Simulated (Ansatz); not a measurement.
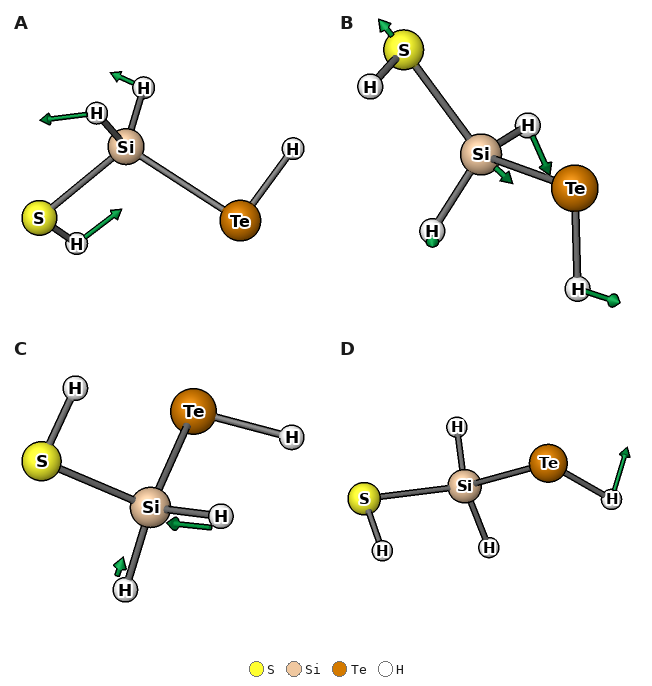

4 normal modes of one molecule or complex, as arrows. Harmonic vibrations computed with RKS PBE0-D4/def2-TZVP, core potentials on Te (Ansatz 0.2.0) at a stationary point of the same level.

Question: Match the panels to the wavenumbers 77 cm⁻¹, 517 cm⁻¹, 842 cm⁻¹, 2226 cm⁻¹.

Answer: A: 842 cm⁻¹, angle bending
B: 517 cm⁻¹
C: 2226 cm⁻¹, Si–H stretching
D: 77 cm⁻¹, a torsion or out-of-plane motion in which bond lengths and bond angles hardly change
